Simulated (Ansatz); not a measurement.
**GePH₃ (triplet): from Hartree-Fock to the top rungs at a displaced geometry (v2), cc-pVDZ**

How much of the correlation energy of GePH₃ (triplet) does each wave-function method recover here?

Computed with Ansatz 0.2.0, Gaussian basis. Level: cc-pVDZ, core rule «outside noble gas», up to 19 orbitals frozen.

Plan: UHF; CCSD(T) on ROHF; CCSD(T) on UHF; BCCD(T) on ROHF; CISD as a restricted active space (open shells left free, so some higher excitations enter); CCSDT(Q) on ROHF; CCSDT(Q) on UHF.

22 further runs of the same task are left out: 5 that didn't finish, 17 set aside as unsound or not needed. Runs told in other sessions of the task aren't counted.

## Step 1: What is computed

The geometry is a PBE0/def2-TZVP stationary point (not a proven minimum) with its atoms shifted at random (size 0.100 Å). No spin-orbit coupling is included. The filled d shell of Ge may be among the frozen orbitals whatever the setting's name suggests.

5 atoms, charge 0, spin multiplicity 3.

Atoms are counted from 1 here; the program's logs count them from 0.

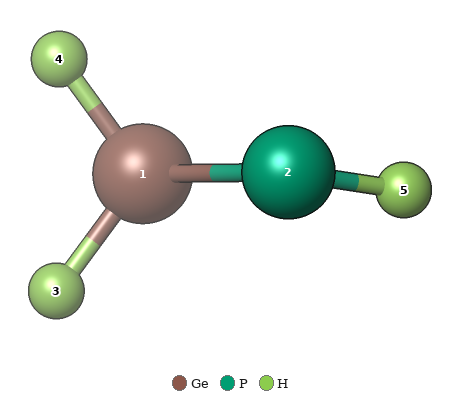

The structure; germanium brown, phosphorus teal, hydrogen green; atoms are numbered from 1 in the order of the file.

In the tables R marks a restricted open-shell determinant and U an unrestricted one; energies count from the table's Hartree-Fock row.

## Step 2: UHF

Input file in.yaml:

```yaml
crystal:
  periodic: [false, false, false]
  atoms:
    - {symbol: Ge, position_ang: [-0.002253, -0.000525, 0.681057]}
    - {symbol: P, position_ang: [0.005283, 0.007850, -1.616527]}
    - {symbol: H, position_ang: [0.629902, -1.272210, 1.258122]}
    - {symbol: H, position_ang: [0.712996, 1.167799, 1.276335]}
    - {symbol: H, position_ang: [-1.342853, -0.098986, -1.941211]}
basis:
  gaussian: {orbitals: cc-pVDZ}
magnetization: {spin_polarized: true, initial_magnetization: 2}
hamiltonian: {xc: hf}
output: {orbitals: {seedname: orbitals}}
```

On the command line:

```console
ansatz run in.yaml --threads 1 --pin off --events-out ev --progress --plain --max-ram 2393MiB
```

The program printed:

```text
Functional definition: HF
  name "HF"
  cite "Fock, Z. Phys. 61, 126 (1930) doi:10.1007/BF01340294"
  parent pbe
  exchange = exact_x
  correlation = 0
651 factors; integrals over basis functions are off by at most 8.5e-4 eV
mean field evaluation 1: about -65789.7713 eV, gradient 8.2e0 eV
mean field evaluation 2: about -65789.7752 eV, gradient 8.2e0 eV
mean field evaluation 4: about -65790.8016 eV, gradient 9.3e-1 eV
mean field evaluation 8: about -65790.8266 eV, gradient 3.2e-3 eV
mean field -65790.82660432 eV, -2417.7682830846 hartree, gradient 2.3e-5 eV, S^2 2.019371; 0 other end points of the search recorded, 0 dependent functions left out
reference -65790.82660432 eV, -2417.7682830846 hartree; 26, 24 occupied and 34, 36 virtual orbitals, 651 factors
Total energy: -65790.82660432 eV, -2417.7682830846 hartree
```

Wall time 1.1 s (1 thread of Arm Neoverse V1, shared host).

From the report: ⟨S²⟩ of the determinant 2.019 (pure triplet: 2.00).

## Step 3: CCSD(T) on ROHF

in.yaml: that of step 2 with these lines changed.

```diff
@@ -10,4 +10,4 @@
   gaussian: {orbitals: cc-pVDZ}
-magnetization: {spin_polarized: true, initial_magnetization: 2}
-hamiltonian: {xc: hf}
-output: {orbitals: {seedname: orbitals}}
+magnetization: {spin_polarized: false, initial_magnetization: 2}
+correlation: {method: ccsd_t, electrons: outside_noble_gas}
+output: {forces: true}
```

Launched as before.

The program printed, cut to the lines that bear on the results:

```text
Functional definition: HF
  name "HF"
  cite "Fock, Z. Phys. 61, 126 (1930) doi:10.1007/BF01340294"
  parent pbe
[...]
651 factors; integrals over basis functions are off by at most 8.5e-4 eV
[...]
mean field -65790.66976885 eV, -2417.7625194875 hartree, gradient 3.7e-6 eV, S^2 2.000000; 1 other end points of the search recorded, 0 dependent functions left out
determinant -65790.66976885 eV, -2417.7625194875 hartree, with singles and doubles -65796.81105069 eV, -2417.9882074327 hartree
determinant -65788.51575356 eV, -2417.6833608856 hartree, with singles and doubles -65794.62536636 eV, -2417.9078850147 hartree
19 core orbitals not correlated: weight in the atoms' cores, before any rotation towards them, 0.999 or more for the frozen orbitals, at most 0.000 for the correlated occupied ones
reference -65790.66976885 eV, -2417.7625194875 hartree; 7, 5 occupied and 34, 36 virtual orbitals, 651 factors
second order -4.96883830 eV of doubles, -0.09243893 eV of singles
cycle   1  -6.14141063 eV  change   -1.3e-4 eV  update   8.2e-4
[...]
cycle  10  -6.14161188 eV  change   -1.2e-6 eV  update   7.2e-7
perturbative correction -0.16740596 eV, -0.0061520555 hartree
[...]
Total energy: -65796.97878669 eV, -2417.9943716168 hartree
Atom 0 at    -0.002253    -0.000525     0.681057 Å, force    -1.149133    -0.599563     0.255333 eV/Å
Atom 1 at     0.005283     0.007850    -1.616527 Å, force     1.386134     0.079614    -0.701129 eV/Å
Atom 2 at     0.629902    -1.272210     1.258122 Å, force     0.226451    -0.323209     0.017728 eV/Å
Atom 3 at     0.712996     1.167799     1.276335 Å, force     0.578709     0.893267     0.287559 eV/Å
Atom 4 at    -1.342853    -0.098986    -1.941211 Å, force    -1.042161    -0.050110     0.140509 eV/Å
Dipole moment:    -0.125115     0.007985     0.010283 e Å
```

Run time: 7.5 s. Hardware: 1 thread of Arm Neoverse V1, shared host.

From the report: correlation -6.3090 eV; T1 0.022; largest double amplitude 0.03.

## Step 4: CCSD(T) on UHF

in.yaml: that of step 3 with these lines changed.

```diff
@@ -10,3 +10,3 @@
   gaussian: {orbitals: cc-pVDZ}
-magnetization: {spin_polarized: false, initial_magnetization: 2}
+magnetization: {spin_polarized: true, initial_magnetization: 2}
 correlation: {method: ccsd_t, electrons: outside_noble_gas}
```

The command is unchanged.

The program printed, cut to the lines that bear on the results:

```text
Functional definition: HF
  name "HF"
  cite "Fock, Z. Phys. 61, 126 (1930) doi:10.1007/BF01340294"
  parent pbe
[...]
651 factors; integrals over basis functions are off by at most 8.5e-4 eV
[...]
mean field -65790.82660432 eV, -2417.7682830846 hartree, gradient 4.0e-6 eV, S^2 2.019371; 1 other end points of the search recorded, 0 dependent functions left out
determinant -65790.82660432 eV, -2417.7682830846 hartree, with singles and doubles -65796.81794699 eV, -2417.9884608670 hartree
determinant -65788.66797720 eV, -2417.6889550013 hartree, with singles and doubles -65794.63443982 eV, -2417.9082184582 hartree
19 core orbitals not correlated: weight in the atoms' cores, before any rotation towards them, 0.999 or more for the frozen orbitals, at most 0.000 for the correlated occupied ones
reference -65790.82660432 eV, -2417.7682830846 hartree; 7, 5 occupied and 34, 36 virtual orbitals, 651 factors
second order -4.89192718 eV of doubles, -0.00000000 eV of singles
cycle   1  -5.99139110 eV  change   -4.8e-5 eV  update   7.7e-4
[...]
cycle  10  -5.99156524 eV  change   -1.8e-6 eV  update   8.9e-7
perturbative correction -0.16356848 eV, -0.0060110307 hartree
[...]
Total energy: -65796.98173803 eV, -2417.9944800767 hartree
Atom 0 at    -0.002253    -0.000525     0.681057 Å, force    -1.148831    -0.599703     0.255992 eV/Å
Atom 1 at     0.005283     0.007850    -1.616527 Å, force     1.385990     0.079684    -0.701298 eV/Å
Atom 2 at     0.629902    -1.272210     1.258122 Å, force     0.226103    -0.322753     0.017269 eV/Å
Atom 3 at     0.712996     1.167799     1.276335 Å, force     0.578427     0.892907     0.287062 eV/Å
Atom 4 at    -1.342853    -0.098986    -1.941211 Å, force    -1.041689    -0.050135     0.140974 eV/Å
Dipole moment:    -0.125576     0.008005     0.010805 e Å
```

Wall time 7.5 s (1 thread of Arm Neoverse V1, shared host).

From the report: ⟨S²⟩ of the determinant 2.019 (pure triplet: 2.00); correlation -6.1551 eV; T1 0.017; largest double amplitude 0.03.

## Step 5: BCCD(T) on ROHF

in.yaml: that of step 4 with these lines changed.

```diff
@@ -10,4 +10,3 @@
   gaussian: {orbitals: cc-pVDZ}
-magnetization: {spin_polarized: true, initial_magnetization: 2}
-correlation: {method: ccsd_t, electrons: outside_noble_gas}
-output: {forces: true}
+magnetization: {spin_polarized: false, initial_magnetization: 2}
+correlation: {method: bccd_t, electrons: outside_noble_gas}
```

The command is unchanged.

The program printed, cut to the lines that bear on the results:

```text
Functional definition: HF
  name "HF"
  cite "Fock, Z. Phys. 61, 126 (1930) doi:10.1007/BF01340294"
  parent pbe
[...]
651 factors; integrals over basis functions are off by at most 8.5e-4 eV
[...]
mean field -65790.66976885 eV, -2417.7625194875 hartree, gradient 3.7e-6 eV, S^2 2.000000; 1 other end points of the search recorded, 0 dependent functions left out
determinant -65790.66976885 eV, -2417.7625194875 hartree, with singles and doubles -65796.81105069 eV, -2417.9882074327 hartree
determinant -65788.51575356 eV, -2417.6833608856 hartree, with singles and doubles -65794.62536636 eV, -2417.9078850147 hartree
19 core orbitals not correlated: weight in the atoms' cores, before any rotation towards them, 0.999 or more for the frozen orbitals, at most 0.000 for the correlated occupied ones
reference -65790.66976885 eV, -2417.7625194875 hartree; 7, 5 occupied and 34, 36 virtual orbitals, 651 factors
second order -4.96883830 eV of doubles, -0.09243893 eV of singles
cycle   1  -6.14012232 eV  change    1.2e-3 eV  update   5.2e-3
[...]
cycle   9  -6.13809876 eV  change    4.9e-6 eV  update   1.4e-5
perturbative correction -0.17189258 eV, -0.0063169358 hartree
Total energy: -65796.97976019 eV, -2417.9944073922 hartree
```

Wall time 3.9 s (1 thread of Arm Neoverse V1, shared host).

From the report: correlation -6.3100 eV; largest double amplitude 0.03.

## Step 6: CISD as a restricted active space (open shells left free, so some higher excitations enter)

in.yaml: that of step 5 with these lines changed.

```diff
@@ -11,2 +11,2 @@
 magnetization: {spin_polarized: false, initial_magnetization: 2}
-correlation: {method: bccd_t, electrons: outside_noble_gas}
+correlation: {active_space: {ras: {orbitals: [5, 2, 34], electrons: 12, max_holes: 2, max_particles: 2}, fixed_orbitals: true}}
```

Same command.

The program printed:

```text
Functional definition: HF
  name "HF"
  cite "Fock, Z. Phys. 61, 126 (1930) doi:10.1007/BF01340294"
  parent pbe
  exchange = exact_x
  correlation = 0
651 factors; integrals over basis functions are off by at most 8.5e-4 eV
mean field evaluation 1: about -65789.7533 eV, gradient 9.9e0 eV
mean field evaluation 2: about -65789.7569 eV, gradient 9.9e0 eV
mean field evaluation 4: about -65790.6596 eV, gradient 8.6e-1 eV
mean field evaluation 8: about -65790.6698 eV, gradient 2.1e-3 eV
mean field -65790.66976885 eV, -2417.7625194875 hartree, gradient 3.7e-6 eV, S^2 2.000000; 0 other end points of the search recorded, 0 dependent functions left out
reference -65790.66976885 eV, -2417.7625194875 hartree; 26, 24 occupied and 34, 36 virtual orbitals, 651 factors
state -65796.30114845 eV, -2417.9694688707 hartree
Total energy: -65796.30114845 eV, -2417.9694688707 hartree
```

Run time: 3.2 s. Hardware: 1 thread of Arm Neoverse V1, shared host.

From the report: 253,791 determinants.

## Step 7: CCSDT(Q) on ROHF

in.yaml: that of step 6 with these lines changed.

```diff
@@ -11,2 +11,2 @@
 magnetization: {spin_polarized: false, initial_magnetization: 2}
-correlation: {active_space: {ras: {orbitals: [5, 2, 34], electrons: 12, max_holes: 2, max_particles: 2}, fixed_orbitals: true}}
+correlation: {method: ccsdt_q, electrons: outside_noble_gas}
```

Launched as before.

The program printed, cut to the lines that bear on the results:

```text
Functional definition: HF
  name "HF"
  cite "Fock, Z. Phys. 61, 126 (1930) doi:10.1007/BF01340294"
  parent pbe
[...]
1187 factors; integrals over basis functions are off by at most 2.2e-7 eV
[...]
mean field -65790.66990396 eV, -2417.7625244527 hartree, gradient 5.9e-6 eV, S^2 2.000000; 1 other end points of the search recorded, 0 dependent functions left out
[...]
determinant -65790.66990396 eV, -2417.7625244527 hartree, with singles and doubles -65796.81119247 eV, -2417.9882126427 hartree
determinant -65788.51588748 eV, -2417.6833658073 hartree, with singles and doubles -65794.62550734 eV, -2417.9078901958 hartree
19 core orbitals not correlated: weight in the atoms' cores, before any rotation towards them, 0.999 or more for the frozen orbitals, at most 0.000 for the correlated occupied ones
reference -65790.66990396 eV, -2417.7625244527 hartree; 7, 5 occupied and 34, 36 virtual orbitals, 1187 factors
second order -4.96887702 eV of doubles, -0.09243895 eV of singles
cycle   1  -5.84546111 eV  change   -7.8e-1 eV  update   7.9e-2
[...]
cycle  18  -6.34164497 eV  change   -8.5e-7 eV  update   6.6e-7
perturbative correction -0.00865936 eV, -0.0003182255 hartree
Total energy: -65797.02020829 eV, -2417.9958938325 hartree
```

Run time: 75 s. Hardware: 1 thread of Arm Neoverse V1, shared host; peak memory 0.7 GiB.

From the report: correlation -6.3503 eV; T1 0.023; largest double amplitude 0.04.

## Step 8: CCSDT(Q) on UHF

in.yaml: that of step 7 with these lines changed.

```diff
@@ -10,3 +10,3 @@
   gaussian: {orbitals: cc-pVDZ}
-magnetization: {spin_polarized: false, initial_magnetization: 2}
+magnetization: {spin_polarized: true, initial_magnetization: 2}
 correlation: {method: ccsdt_q, electrons: outside_noble_gas}
```

The command is unchanged.

The program printed, cut to the lines that bear on the results:

```text
Functional definition: HF
  name "HF"
  cite "Fock, Z. Phys. 61, 126 (1930) doi:10.1007/BF01340294"
  parent pbe
[...]
1187 factors; integrals over basis functions are off by at most 2.2e-7 eV
[...]
mean field -65790.82673987 eV, -2417.7682880661 hartree, gradient 2.6e-6 eV, S^2 2.019371; 1 other end points of the search recorded, 0 dependent functions left out
determinant -65790.82673987 eV, -2417.7682880661 hartree, with singles and doubles -65796.81808908 eV, -2417.9884660887 hartree
determinant -65788.66811124 eV, -2417.6889599273 hartree, with singles and doubles -65794.63458197 eV, -2417.9082236824 hartree
19 core orbitals not correlated: weight in the atoms' cores, before any rotation towards them, 0.999 or more for the frozen orbitals, at most 0.000 for the correlated occupied ones
reference -65790.82673987 eV, -2417.7682880661 hartree; 7, 5 occupied and 34, 36 virtual orbitals, 1187 factors
second order -4.89196502 eV of doubles, -0.00000000 eV of singles
cycle   1  -5.68069788 eV  change   -7.9e-1 eV  update   7.9e-2
[...]
cycle  18  -6.18821416 eV  change   -9.9e-7 eV  update   6.6e-7
perturbative correction -0.00878722 eV, -0.0003229244 hartree
Total energy: -65797.02374125 eV, -2417.9960236663 hartree
```

Run time: 66 s. Hardware: 1 thread of Arm Neoverse V1, shared host; peak memory 0.59 GiB.

From the report: ⟨S²⟩ of the determinant 2.019 (pure triplet: 2.00); correlation -6.1970 eV; T1 0.018; largest double amplitude 0.03.

## Step 9: All levels against the top one

The yardstick is UCCSDT(Q), where the cluster series has nearly closed. Rows without a time are mean-field rows or come out of runs for another level: lower rungs of the coupled-cluster runs, or the Hartree-Fock search. The times of RCCSD(T), UCCSD(T) include forces.

Differences are taken before rounding.

```
   method  energy from the lowest ROHF (meV)  from UCCSDT(Q) (meV)   time
      ROHF                               0.0               +6354.0       
      UHF                            -156.8               +6197.1       
     RMP2                           -5061.3               +1292.7       
     UMP2                           -5048.8               +1305.2       
     CISD                           -5631.4                +722.6  3.2 s
    RCCSD                           -6141.6                +212.4       
    UCCSD                           -6148.4                +205.6       
 RCCSD(T)                           -6309.0                 +45.0  7.5 s
 UCCSD(T)                           -6312.0                 +42.0  7.5 s
  BCCD(T)                           -6310.0                 +44.0  3.9 s
   RCCSDT                           -6341.8                 +12.2       
   UCCSDT                           -6345.2                  +8.8       
RCCSDT(Q)                           -6350.4                  +3.5   75 s
UCCSDT(Q)                           -6354.0                     0   66 s
```

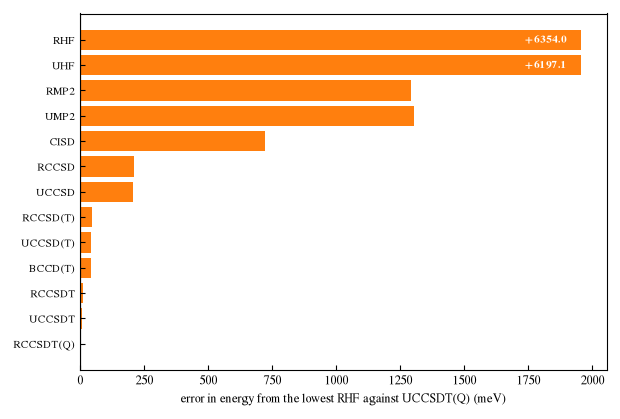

Error of each method against UCCSDT(Q). Bars with a number in them are cut short.

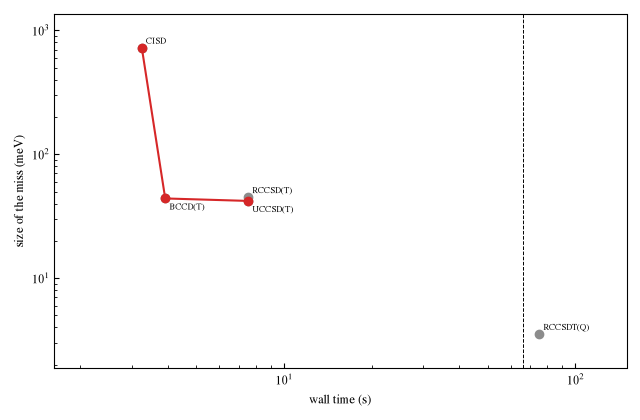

Accuracy for the time spent; red marks the levels that beat every quicker one drawn (of those quicker than the yardstick), and the dashed line is the time of UCCSDT(Q). Times are from a shared host.

## Step 10: Outcome

```
                         quantity                                value
    UCCSDT(Q) from the ROHF energy                           -6.3540 eV
              RMP2 from UCCSDT(Q)                          +1292.7 meV
              UMP2 from UCCSDT(Q)                          +1305.2 meV
             RCCSD from UCCSDT(Q)                           +212.4 meV
          RCCSD(T) from UCCSDT(Q)                            +45.0 meV
          UCCSD(T) from UCCSDT(Q)                            +42.0 meV
         RCCSDT(Q) from UCCSDT(Q)                             +3.5 meV
levels within 1 kcal/mol (43 meV)  UCCSD(T), RCCSDT, UCCSDT, RCCSDT(Q)
                    T1 diagnostic                                0.022
```

**Reading.** RCCSD(T) misses by +45.0 meV, 0.7 % of the correlation energy. These misses are within one basis, not against nature; the frozen cores of restricted and unrestricted runs differ, which can shift their rows.

With open shells the CI space here admits some higher excitations, so it is larger than plain CISD.

For cost: UCCSD(T) gets within 42.0 meV in 7.5 s, where UCCSDT(Q) took 66 s; the quickest level in the cost chart, CISD, takes 3.2 s and misses by 722.6 meV.
